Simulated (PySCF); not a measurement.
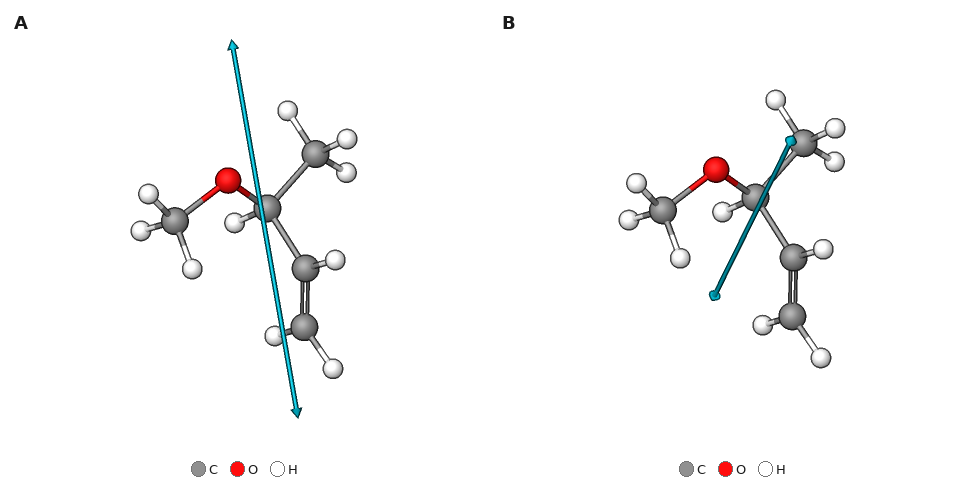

The double arrows show the directions of two transition dipoles from the ground state (lengths mean nothing). The geometry was computed by an optimisation with GFN2-xTB. No frequency run is at hand to confirm it as a minimum. Level of theory: TDDFT CAM-B3LYP/def2-SVPD, vertical, gas phase, core orbitals frozen in the response (PySCF 2.14.0).

**One belongs to singlet state 2 and one to singlet state 7. Which is which?**

A: state 2, 7.45 eV (166 nm), oscillator strength 0.11, of mixed character, with the largest part HOMO → LUMO+1 (weight 0.49).
B: state 7, 8.24 eV (150 nm), oscillator strength 0.066, of mixed character, with the largest part HOMO−1 → LUMO+4 (weight 0.20).
